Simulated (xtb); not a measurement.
# Geometry relaxation, with input and output: CH₄SSn (part 1 of 2)

System: CH₄SSn.
Method: GFN-FF (xtb 6.7.1).

The input holds or restrains some coordinates. The starting geometry was optimised with GFN2-xTB.

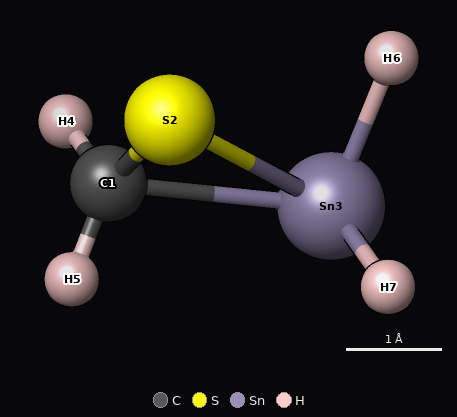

**Figure 1.** The starting structure (ball-and-stick view, seen at a tilt; atoms are numbered from 1 in the order of the input). Sticks mark near contacts. Bond lengths as drawn: C–H 1.08 Å, C–S 1.66 Å, C–Sn 2.43 Å, H–Sn 1.76 Å and S–Sn 2.76 Å.

Summary

- outcome: converged under the restraints of the input
- total energy: −0.728697 hartree
- dispersion energy: −0.003210 hartree
- dipole moment: 1.88 D
- hardware: 1 thread of AMD EPYC (Zen 3), 192 GiB of memory available, shared host
- peak memory: 0.069 GiB

Input (in.coord)
```
$coord angs
    -0.6797100    -0.4896600    -0.8083900  C
    -0.1813900    -1.4111000     0.4851900  S
     0.5900800     1.2320700     0.3442100  Sn
    -1.7074900    -0.1547500    -0.8510100  H
    -0.1864100    -0.6100400    -1.7640900  H
     0.0943300     0.9536500     2.0087300  H
     2.1319900     0.4117300     0.5396600  H
$end
```

File detailed.inp
```
$constrain
   force constant=0.5
   distance: 3, 1, 2.682
$end
```

Launched with:
```bash
xtb in.coord --opt --input detailed.inp --gfnff > out.txt
```

The program's output
```
* xtb version 6.7.1
   ID    Z sym.   atoms
    1    6 C      1
    2   16 S      2
    3   50 Sn     3
    4    1 H      4-7
constraining bond 3 1 to    2.6820000 Å, actual value:    2.4300635 Å

           -------------------------------------------------
          |                Calculation Setup                |
           -------------------------------------------------

          program call               : xtb in.coord --opt --input detailed.inp --gfnff
          coordinate file            : in.coord
          omp threads                :                     1

          ==================== Thresholds ====================
          CN  :   150.00000
          rep :   500.00000
          disp:  2500.00000
          HB1 :   250.00000
          HB2 :   450.00000

          Pauling EN used:
          Z : 1  EN :  2.20
          Z : 6  EN :  2.55
          Z :16  EN :  2.58
          Z :50  EN :  1.96
          electric field strengths (au): 0.000

           -------------------------------------------------
          |           Force Field Initialization            |
           -------------------------------------------------

          distances ...
          ----------------------------------------
          generating topology and atomic info file ...
          pair mat ...
          computing topology distances matrix with Floyd-Warshall algo ...
          making topology EEQ charges ...
          #fragments for EEQ constrain: 1
          ----------------------------------------
          generating topology and atomic info file ...
          pair mat ...
          computing topology distances matrix with Floyd-Warshall algo ...
          making topology EEQ charges ...
          #fragments for EEQ constrain: 1
          rings ...
          # BATM   18
          # H in HB   4
WARNING: probably wrong pi occupation for system 1. Second attempt with Nel=Nel-1!
 at,nb,topo%hyb,Npiel:           1 C              3           2           1
 at,nb,topo%hyb,Npiel:           2 S              2           3           2

          eigenvalues
 #    :           1          2
 occ. :        1.995      0.005
 eps  :        -3.127      1.002

  atom   neighbors  erfCN metchar sp-hybrid imet pi  qest     coordinates
    1  C       3    3.39   0.00         2    0    1  -0.065   -1.284466   -0.925323   -1.527636
    2  S       2    1.78   0.00         3    0    1  -0.140   -0.342777   -2.666593    0.916876
    3  Sn      4    3.24   0.13         3    0    0   0.191    1.115090    2.328275    0.650463
    4  H       1    0.97   0.00         0    0    0   0.031   -3.226688   -0.292435   -1.608176
    5  H       1    0.97   0.00         0    0    0   0.031   -0.352264   -1.152809   -3.333647
    6  H       1    0.94   0.01         0    0    0  -0.024    0.178258    1.802137    3.795950
    7  H       1    0.94   0.01         0    0    0  -0.024    4.028877    0.778057    1.019810

          #atoms :   7
          #bonds :   7
          #angl  :   10
          #tors  :   13
          #nmol  :   1
          #optfrag :   1
           -------------------------------------------------
          |                   G F N - F F                   |
          |          A general generic force-field          |
          |                  Version 1.0.3                  |
           -------------------------------------------------
          Number of HB bonds (bound hydrogen)     24
          Number of HB bonds (unbound hydrogen)   0
          Number of XB bonds                      0

 E+G (total)                   0 d,  0 h,  0 min,  0.000 sec
 distance/D3 list               ...        0 min,  0.000 sec (  1.532%)
 non bonded repulsion           ...        0 min,  0.000 sec ( 16.900%)
 dCN                            ...        0 min,  0.000 sec (  3.280%)
 EEQ energy and q               ...        0 min,  0.000 sec (  7.846%)
 D3                             ...        0 min,  0.000 sec ( 10.356%)
 EEQ gradient                   ...        0 min,  0.000 sec (  3.280%)
 bonds                          ...        0 min,  0.000 sec (  9.077%)
 bend and torsion               ...        0 min,  0.000 sec ( 13.697%)
 bonded ATM                     ...        0 min,  0.000 sec (  5.921%)
 HB/XB (incl list setup)        ...        0 min,  0.000 sec ( 13.042%)

         :::::::::::::::::::::::::::::::::::::::::::::::::::::
         ::                     SUMMARY                     ::
         :::::::::::::::::::::::::::::::::::::::::::::::::::::
         :: total energy              -0.614033299320 Eh    ::
         :: gradient norm              0.610769550536 Eh/a0 ::
         ::.................................................::
         :: bond energy               -0.760677658040 Eh    ::
         :: angle energy               0.008713901407 Eh    ::
         :: torsion energy             0.012754994216 Eh    ::
         :: repulsion energy           0.027820871403 Eh    ::
         :: electrostat energy        -0.012434983155 Eh    ::
         :: dispersion energy         -0.003297996218 Eh    ::
         :: HB energy                  0.000000000000 Eh    ::
         :: XB energy                  0.000000000000 Eh    ::
         :: bonded atm energy         -0.000243706713 Eh    ::
         :: external energy            0.000000000000 Eh    ::
         :: add. restraining           0.113331277780 Eh    ::
         :: total charge              -0.000000000000 e     ::
         :::::::::::::::::::::::::::::::::::::::::::::::::::::

      -----------------------------------------------------------
     |                   =====================                   |
     |                        A N C O P T                        |
     |                   =====================                   |
     |               Approximate Normal Coordinate               |
     |                Rational Function Optimizer                |
      -----------------------------------------------------------
      -----------------------------------------------------------
     |                   =====================                   |
     |                        A N C O P T                        |
     |                   =====================                   |
     |               Approximate Normal Coordinate               |
     |                Rational Function Optimizer                |
      -----------------------------------------------------------

          ...................................................
          :                      SETUP                      :
          :.................................................:
          :   optimization level            normal          :
          :   max. optcycles                   200          :
          :   ANC micro-cycles                  20          :
          :   degrees of freedom                15          :
          :.................................................:
          :   RF solver                   davidson          :
          :   write xtbopt.log                true          :
          :   linear?                        false          :
          :   energy convergence         0.5000000E-05 Eh   :
          :   grad. convergence          0.1000000E-02 Eh/α :
          :   maxmium RF displ.          1.0000000          :
          :   Hlow (freq-cutoff)         0.1000000E-01      :
          :   Hmax (freq-cutoff)         5.0000000          :
          :   S6 in model hess.         20.0000000          :
          ...................................................

generating ANC from exact Hessian ...
Using GFN-FF Lindh-Hessian
 Shifting diagonal of input Hessian by   0.11652068060258165
 Lowest  eigenvalues of input Hessian
    0.010000    0.011622    0.000000    0.000000    0.000000    0.000000
    0.000000    0.000000    0.117054    0.117092    0.118491    0.120309
    0.172656    0.224725    0.232143    0.406526    0.480183    0.677749
 Highest eigenvalues
    0.406526    0.480183    0.677749    1.487018    1.823477    2.410563

........................................................................
.............................. CYCLE    1 ..............................
........................................................................
     iter. time                 ...        0 min,  0.000 sec
 * total energy  :    -0.6140333 Eh     change        0.0000000E+00 Eh
   gradient norm :     0.6107695 Eh/α   predicted     0.0000000E+00 (   0.00%)
   displ. norm   :     0.3170284 α      lambda       -0.1632432E+00
   maximum displ.:     0.2062273 α      in ANC's #15, #14, #1, ...

........................................................................
.............................. CYCLE    2 ..............................
........................................................................
     iter. time                 ...        0 min,  0.000 sec
 * total energy  :    -0.7087237 Eh     change       -0.9469037E-01 Eh
   gradient norm :     0.0891108 Eh/α   predicted    -0.8982514E-01 (  -5.14%)
   displ. norm   :     0.6601394 α      lambda       -0.2239352E-01
   maximum displ.:     0.6074595 α      in ANC's #1, #2, #6, ...

........................................................................
.............................. CYCLE    3 ..............................
........................................................................
     iter. time                 ...        0 min,  0.000 sec
 * total energy  :    -0.7185115 Eh     change       -0.9787854E-02 Eh
   gradient norm :     0.1079588 Eh/α   predicted    -0.1607617E-01 (  64.25%)
   displ. norm   :     0.2239687 α      lambda       -0.9648763E-02
   maximum displ.:     0.1237238 α      in ANC's #1, #8, #7, ...

........................................................................
.............................. CYCLE    4 ..............................
........................................................................
     iter. time                 ...        0 min,  0.000 sec
 * total energy  :    -0.7242815 Eh     change       -0.5770022E-02 Eh
   gradient norm :     0.0401299 Eh/α   predicted    -0.5066384E-02 ( -12.19%)
   displ. norm   :     0.2025050 α      lambda       -0.2616352E-02
   maximum displ.:     0.1316961 α      in ANC's #2, #3, #1, ...

........................................................................
.............................. CYCLE    5 ..............................
........................................................................
     iter. time                 ...        0 min,  0.000 sec
 * total energy  :    -0.7255588 Eh     change       -0.1277255E-02 Eh
   gradient norm :     0.0234851 Eh/α   predicted    -0.1361821E-02 (   6.62%)
   displ. norm   :     0.2866387 α      lambda       -0.2596469E-02
   maximum displ.:     0.1843072 α      in ANC's #1, #2, #3, ...

........................................................................
.............................. CYCLE    6 ..............................
........................................................................
     iter. time                 ...        0 min,  0.000 sec
 * total energy  :    -0.7260009 Eh     change       -0.4421398E-03 Eh
   gradient norm :     0.0276560 Eh/α   predicted    -0.1404897E-02 ( 217.75%)
   displ. norm   :     0.1532370 α      lambda       -0.2008075E-02
   maximum displ.:     0.1115935 α      in ANC's #2, #6, #7, ...

........................................................................
.............................. CYCLE    7 ..............................
........................................................................
     iter. time                 ...        0 min,  0.000 sec
 * total energy  :    -0.7270255 Eh     change       -0.1024585E-02 Eh
   gradient norm :     0.0260228 Eh/α   predicted    -0.1027612E-02 (   0.30%)
   displ. norm   :     0.1220531 α      lambda       -0.9734646E-03
   maximum displ.:     0.0889364 α      in ANC's #1, #2, #3, ...

........................................................................
.............................. CYCLE    8 ..............................
........................................................................
     iter. time                 ...        0 min,  0.000 sec
 * total energy  :    -0.7275675 Eh     change       -0.5419733E-03 Eh
   gradient norm :     0.0143420 Eh/α   predicted    -0.4939828E-03 (  -8.85%)
   displ. norm   :     0.1303680 α      lambda       -0.5039702E-03
   maximum displ.:     0.0821110 α      in ANC's #1, #3, #5, ...

........................................................................
.............................. CYCLE    9 ..............................
........................................................................
     iter. time                 ...        0 min,  0.000 sec
 * total energy  :    -0.7279872 Eh     change       -0.4196579E-03 Eh
   gradient norm :     0.0149829 Eh/α   predicted    -0.2562664E-03 ( -38.93%)
   displ. norm   :     0.2566121 α      lambda       -0.9242981E-03
   maximum displ.:     0.1775654 α      in ANC's #3, #1, #5, ...
```
